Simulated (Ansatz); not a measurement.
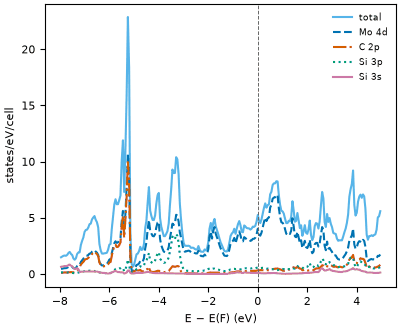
Fig. 1. Total and projected density of states of SiMo₂C in space group P6_3/mmc (No. 194; Si on 2d, Mo on 4f, C on 2a), PBEsol (plane waves, PAW; program Ansatz)

**Question.** Which orbitals carry the states next to the Fermi level?

**Answer.** Within 0.5 eV of the Fermi level: Mo 4d 77 %, Si 3p 10 %, C 2p 6 %. Projections are on Löwdin-orthogonalised atomic valence shells; empty p or d shells of many metals are not among them.

**Question.** Where is the tallest occupied peak in this window, and what makes it?

**Answer.** Near -5.2 eV, about 23 states/eV per cell; the largest projected share is Mo 4d.

The start of the workflow was typed in or built on a structure type; neither database checked (COD, Materials Project) lists it. Whether it is the stable phase at ambient conditions was not checked. Symmetry was held in the PBEsol relaxation; its stability against distortions is not shown here. The run is not spin-polarised. Spin–orbit coupling is left out wherever it is not named.

Potentials: the earlier of the program's two PAW sets. The files were generated under PBE; for other functionals the program regenerates the frozen cores, and for LDA and PBEsol the local potential too.
